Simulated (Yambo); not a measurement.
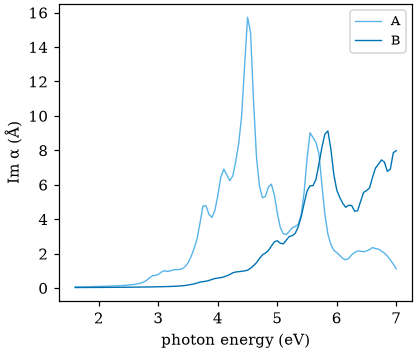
Figure. Two computed absorption spectra of a free-standing SnS$_{2}$ monolayer (symmetry P-3m1, slab cell 15.9 Å high) under biaxial strain of -1.5 % in the plane (Yambo, PBE bands with the same scissor, field along x)

Which curve includes the electron-hole attraction (BSE), and where are its main peaks?

Curve A: the attraction moves weight to lower energy (centre of the plotted range 4.9 eV against 5.9 eV). Its peaks lie at 3.8 eV, 4.5 eV, 4.9 eV, 5.5 eV. Settings: 18×18×1 mesh, 5 valence and 2 conduction bands, static screening with 52 bands and a 3 Ry block, scissor 1.61 eV, Tamm-Dancoff, stochastic integration of W near q = 0. The scissor comes from a G0W0 run whose convergence isn't established. Broadening 0.1 eV. The band window holds all transitions up to 7.0 eV. Fine structure above the onset can come from the mesh.

Spin-orbit coupling is not included.

Geometry strained from the cell relaxed with PBEsol, atoms relaxed again; primitive cell a = b = 3.5922 Å, c = 15.9000 Å, α = β = 90.00°, γ = 120.00°.

The potentials are those of PseudoDojo's stringent table.
